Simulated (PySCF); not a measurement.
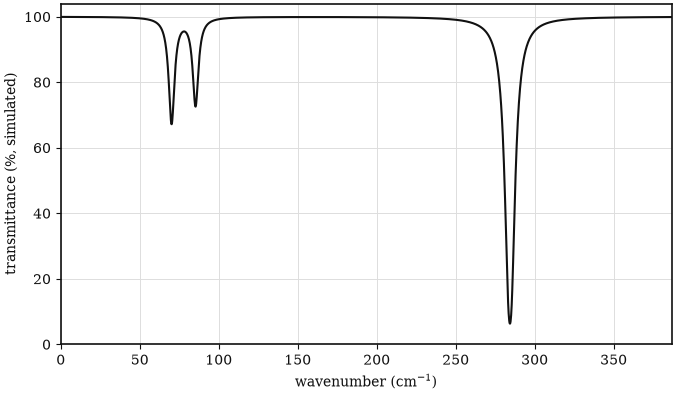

IR spectrum of CdCl₃⁻, singlet, at a minimum, with Cd as the central atom. Unscaled harmonic wavenumbers and double-harmonic intensities, PBE/def2-SVPD (ECP) in PySCF 2.14.0, isolated molecule. Structures are the lowest points that the searches found. Degenerate modes count as one line, with their intensities summed. Lorentzian lines of 4 cm⁻¹ full width. Close modes add up in the curve.

Question: What symmetry does the computed molecule have?

Answer: The calculation gave D3h. Its 6 modes give 4 distinct wavenumbers, 3 with an intensity of 0.05 km/mol or more.
| cm⁻¹ | km/mol | symmetry |
| --- | --- | --- |
| 70.1 | 23.0 | e' (×2) |
| 85.3 | 18.4 | a2'' |
| 261.6 | 0.0 | a1' |
| 284.3 | 162.0 | e' (×2) |

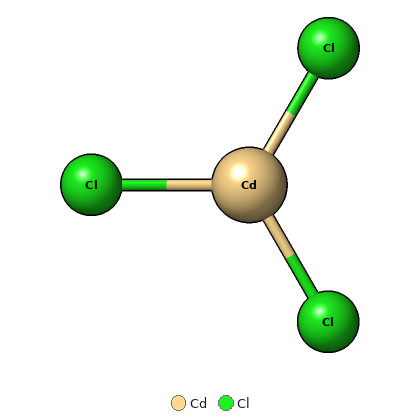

Known limits of this run: closed-shell stability not tested; double-zeta basis on some or all atoms.
